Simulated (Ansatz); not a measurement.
## A computed series for Re: pressure series

The parent structure is Re in the hcp (Mg type) structure (space group P6_3/mmc, No. 194; a = 2.775 Å, c = 4.483 Å).

Cell and atoms are relaxed at each pressure.

Levels (all Ansatz, an electronic-structure program, PAW): PBE (420 eV, spin-orbit coupling left out); r2SCAN (500 eV, scalar-relativistic without spin-orbit coupling).

The base cell above is that of PBE; each level relaxes its own structures.

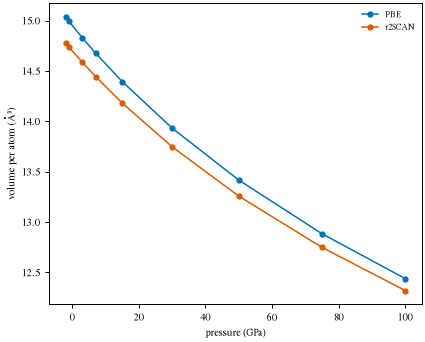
Volume per atom under two levels

### Question
How do the two levels compare along the series?

### Answer
PBE lies above r2SCAN in every row, by 0.12 Å³ to 0.26 Å³. They put the cases in the same order.

Load acts through the strain it causes; cell and atoms are relaxed under it. Whether these cells are dynamically stable was not tested. No other phases were tried under pressure. The final runs are not spin-polarised.
